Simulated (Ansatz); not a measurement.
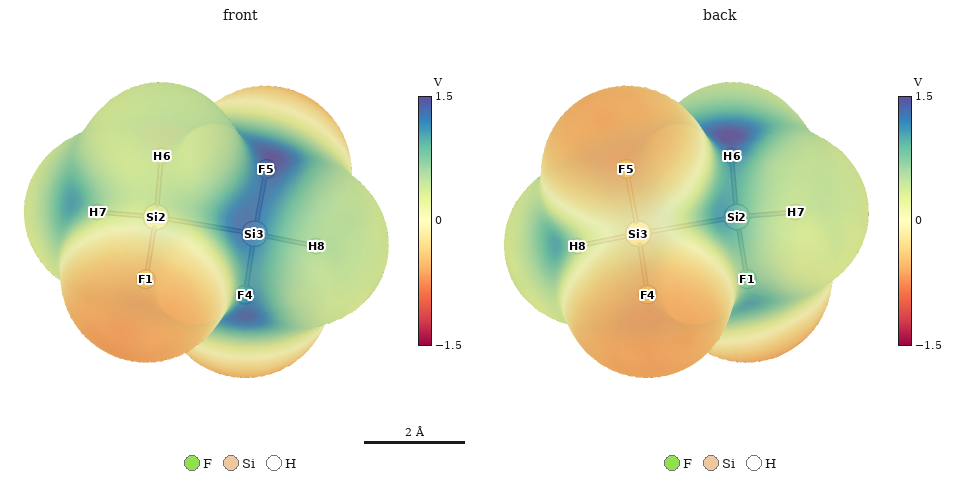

F$_{3}$H$_{3}$Si$_{2}$ (SMILES F[SiH2][SiH](F)F). The molecular electrostatic potential painted on the density surface at 0.001 e/bohr³, seen from the front and from behind; red is negative and blue positive.

Geometry: PBE0-D4/def2-TZVP.

These are results of RKS PBE0-D4/def2-TZVPP in Ansatz, not measurements.

Input file:

```
crystal:
  periodic: [false, false, false]
  atoms:
    - {symbol: F, position_ang: [-2.172565, 0.648803, -0.087723]}
    - {symbol: Si, position_ang: [-0.614950, 1.005687, 0.054083]}
    - {symbol: Si, position_ang: [0.619279, -0.998510, -0.024056]}
    - {symbol: F, position_ang: [0.517362, -1.637983, -1.477730]}
    - {symbol: F, position_ang: [2.149198, -0.630389, 0.227285]}
    - {symbol: H, position_ang: [-0.412001, 1.688004, 1.357204]}
    - {symbol: H, position_ang: [-0.233426, 1.913149, -1.056302]}
    - {symbol: H, position_ang: [0.239203, -2.045861, 0.951339]}
basis:
  gaussian: {orbitals: def2-TZVPP}
hamiltonian: {xc: pbe0, dispersion: d4}
output: {orbitals: {seedname: orbitals}}
```

Run with:

```sh
ansatz run in.yaml --threads 4 --pin off --events-out ev --progress --plain --max-ram 10444MiB
```

Describe the electrostatic potential map.

Answer. The most negative region (about −0.7 V) lies over F1, F4 and F5, the most positive (about +1.5 V) over Si2 and Si3.
